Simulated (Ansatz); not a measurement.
# doublet [AlH3]−: levels of theory compared

Wanted: a comparison of 6 runs (UB3LYP/6-31G*, UCAM-B3LYP/def2-TZVPPD, UHSE06/def2-TZVPPD, UPBE0/def2-TZVPPD, RPA@PBE/def2-TZVPPD, UMP2/def2-TZVPPD) of doublet [AlH3]−. 

The results are computed with Ansatz 0.2.0.

35 further runs of the same task are left out: 1 that didn't finish, 34 set aside as unsound or not needed.

### 1 Starting point

[AlH3]− has 4 atoms, charge -1, and is taken as a doublet. SMILES of the parent species: `[AlH3]`. The shape is that of a PBE0-D4/def2-TZVP optimisation. That shape belongs to the parent species and isn't relaxed for this state.

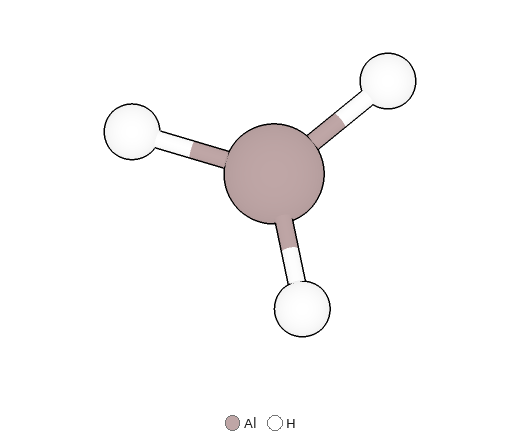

Viewed from a chosen angle; aluminium light grey, hydrogen white.

### 2 A single-point energy at UB3LYP/6-31G(d) (Cartesian functions) (run 1)

Input file job.yaml:

```yaml
crystal:
  periodic: [false, false, false]
  atoms:
    - {symbol: Al, position_ang: [0.013700, -0.014800, -0.005100]}
    - {symbol: H, position_ang: [0.633200, 0.670900, 1.283600]}
    - {symbol: H, position_ang: [-1.340800, -0.832000, 0.105100]}
    - {symbol: H, position_ang: [0.749400, 0.115700, -1.403900]}
basis:
  gaussian:
    orbitals: "6-31G*"
total_charge: -1
magnetization:
  spin_polarized: true
  initial_magnetization: 1
hamiltonian:
  xc: {name: B3LYP}
accuracy: high
output: {orbitals: {seedname: orbitals}}
```

Launch:

```console
$ ansatz run job.yaml --threads 1 --pin off --max-ram 3480MiB --events-out events.jsonl --progress --plain --runs-dir runs
```

Output:

```text
Warning: RAYON_NUM_THREADS=1 ignored (pool sized by the plan → 1); use --threads N
Functional definition: B3LYP
  name "B3LYP"
  parameter a0 = 0.2
  parameter ax = 0.72
  parameter ac = 0.81
  exchange = (1 - a0 - ax)*slater_x + ax*b88_x + a0*exact_x
  correlation = (1 - ac)*vwn_rpa_c + ac*lyp_c
472 factors; integrals over basis functions are off by at most 2.5e-9 eV
mean field evaluation 1: about -6644.8749 eV, gradient 5.2e0 eV
mean field evaluation 2: about -6645.0424 eV, gradient 2.1e0 eV
mean field evaluation 4: about -6645.0782 eV, gradient 3.0e-1 eV
mean field evaluation 8: about -6645.1192 eV, gradient 2.5e-2 eV
mean field evaluation 16: about -6645.1192 eV, gradient 1.8e-6 eV
mean field -6645.11923348 eV, -244.2036276068 hartree, gradient 2.5e-8 eV, S^2 0.752851; 0 other end points of the search recorded, 0 dependent functions left out
reference -6645.11926617 eV, -244.2036288082 hartree; 9, 8 occupied and 16, 17 virtual orbitals, 472 factors
Total energy: -6645.11926617 eV, -244.2036288082 hartree
```

Wall time 2 s (1 thread of Arm Neoverse V1, shared host); peak memory 0.11 GiB.

### 3 A single-point energy at UCAM-B3LYP/def2-TZVPPD (run 2)

Input file run.yaml:

```yaml
crystal:
  periodic: [false, false, false]
  atoms:
    - {symbol: Al, position_ang: [0.013700, -0.014800, -0.005100]}
    - {symbol: H, position_ang: [0.633200, 0.670900, 1.283600]}
    - {symbol: H, position_ang: [-1.340800, -0.832000, 0.105100]}
    - {symbol: H, position_ang: [0.749400, 0.115700, -1.403900]}
basis:
  gaussian: {orbitals: def2-TZVPPD.json}
total_charge: -1
magnetization: {spin_polarized: true, initial_magnetization: 1}
hamiltonian: {xc: {name: CAM-B3LYP}}
accuracy: high
output: {orbitals: {seedname: orbitals}}
```

The basis set def2-TZVPPD is read from a file made from the Basis Set Exchange's data (not shown).

Launch:

```console
$ ansatz run run.yaml --threads 1 --pin off --max-ram 3480MiB --events-out events.jsonl --progress --plain --runs-dir runs
```

Output:

```text
Warning: RAYON_NUM_THREADS=1 ignored (pool sized by the plan → 1); use --threads N
Functional definition: CAM-B3LYP
  name "CAM-B3LYP"
  parameter alpha = 0.19
  parameter beta = 0.46
  parameter omega = 0.33/bohr
  parameter ac = 0.81
  exchange = (1 - alpha - beta)*b88_x + beta*b88_x_sr(omega) + alpha*exact_x + beta*exact_x_lr(omega)
  correlation = (1 - ac)*vwn5_c + ac*lyp_c
1496 factors; integrals over basis functions are off by at most 3.3e-9 eV
375 factors; integrals over basis functions are off by at most 1.8e-9 eV
mean field evaluation 1: about -6644.9472 eV, gradient 5.5e0 eV
mean field evaluation 2: about -6645.1687 eV, gradient 2.6e0 eV
mean field evaluation 4: about -6645.1906 eV, gradient 6.1e-1 eV
mean field evaluation 8: about -6645.2034 eV, gradient 7.3e-3 eV
mean field evaluation 16: about -6645.2034 eV, gradient 2.7e-6 eV
mean field -6645.20340234 eV, -244.2067207554 hartree, gradient 6.6e-8 eV, S^2 0.754273; 2 other end points of the search recorded, 0 dependent functions left out
reference -6645.20341738 eV, -244.2067213082 hartree; 9, 8 occupied and 90, 91 virtual orbitals, 1496 factors
Total energy: -6645.20341738 eV, -244.2067213082 hartree
```

Wall time 7.8 s (1 thread of Arm Neoverse V1, shared host); peak memory 0.3 GiB.

Runs 3 to 5 aren't shown in full; the table further down has their settings and results.

### 4 The energy at UMP2/def2-TZVPPD (run 6)

Input file input.yaml:

```yaml
crystal:
  periodic: [false, false, false]
  atoms:
    - symbol: Al
      position_ang: [0.013700, -0.014800, -0.005100]
    - symbol: H
      position_ang: [0.633200, 0.670900, 1.283600]
    - symbol: H
      position_ang: [-1.340800, -0.832000, 0.105100]
    - symbol: H
      position_ang: [0.749400, 0.115700, -1.403900]
basis:
  gaussian: {orbitals: def2-TZVPPD.json}
correlation: {method: mp2, frozen_orbitals: {Al: 5, H: 0}}
magnetization: {spin_polarized: true, initial_magnetization: 1}
total_charge: -1
accuracy: high
```

The basis set def2-TZVPPD is read from a file made from the Basis Set Exchange's data (not shown).

Launch:

```console
$ ansatz run input.yaml --threads 1 --pin off --max-ram 3480MiB --events-out events.jsonl --progress --plain --runs-dir runs
```

Output:

```text
Warning: RAYON_NUM_THREADS=1 ignored (pool sized by the plan → 1); use --threads N
Functional definition: HF
  name "HF"
  exchange = exact_x
  correlation = 0
1496 factors; integrals over basis functions are off by at most 3.3e-9 eV
mean field evaluation 1: about -6628.5030 eV, gradient 7.7e0 eV
mean field evaluation 2: about -6628.5031 eV, gradient 7.7e0 eV
mean field evaluation 4: about -6629.2620 eV, gradient 8.8e-1 eV
mean field evaluation 8: about -6629.2760 eV, gradient 1.2e-3 eV
mean field evaluation 16: about -6629.2716 eV, gradient 3.2e-1 eV
mean field -6629.27599225 eV, -243.6213992304 hartree, gradient 1.4e-8 eV, S^2 0.766411; 4 other end points of the search recorded, 0 dependent functions left out
5 core orbitals not correlated: weight in the atoms' cores, before any rotation towards them, 1.000 or more for the frozen orbitals, at most 0.000 for the correlated occupied ones
reference -6629.27599225 eV, -243.6213992304 hartree; 4, 3 occupied and 90, 91 virtual orbitals, 1496 factors
second order -2.97430040 eV of doubles, -0.00000000 eV of singles
Total energy: -6632.25029264 eV, -243.7307027539 hartree
```

It took 3.3 s on 1 thread of Arm Neoverse V1, shared host; peak memory 0.2 GiB.

### 5 The series

| run | level | Cartesian functions | frozen core orbitals | energy (Eh) | HOMO energy (eV) | LUMO energy (eV) | ⟨S²⟩ | wall time |
| --- | --- | --- | --- | --- | --- | --- | --- | --- |
| 1 | UB3LYP/6-31G* (Cartesian functions) | yes | – | -244.203629 | 2.08 | 4.17 | 0.753 | 2 s |
| 2 | UCAM-B3LYP/def2-TZVPPD | no | – | -244.206721 | 0.84 | 4.27 | 0.754 | 7.8 s |
| 3 | UHSE06/def2-TZVPPD | no | – | -244.077579 | 2.01 | 3.53 | 0.756 | 8.4 s |
| 4 | UPBE0/def2-TZVPPD | no | – | -244.084465 | 1.63 | 3.79 | 0.756 | 7.2 s |
| 5 | RPA@PBE/def2-TZVPPD | no | 5 | -243.859977 | – | – | 0.754 | 9.6 s |
| 6 | UMP2/def2-TZVPPD | no | 5 | -243.730703 | – | – | 0.766 | 3.3 s |

### 6 What came out

| quantity | value |
| --- | --- |
| run 6: total energy | -243.73070 Eh |
| run 6: correlation energy (5 core orbitals frozen) | -109.3 mEh |
| run 6: ⟨S²⟩ of the reference determinant | 0.766 |

In words: Totals of different functionals can't be ranked against each other. In runs 1, 2, 3, 4 the HOMO lies above zero, so the outermost electron may be held by the basis alone. All runs together took 38 s, the longest 9.6 s.
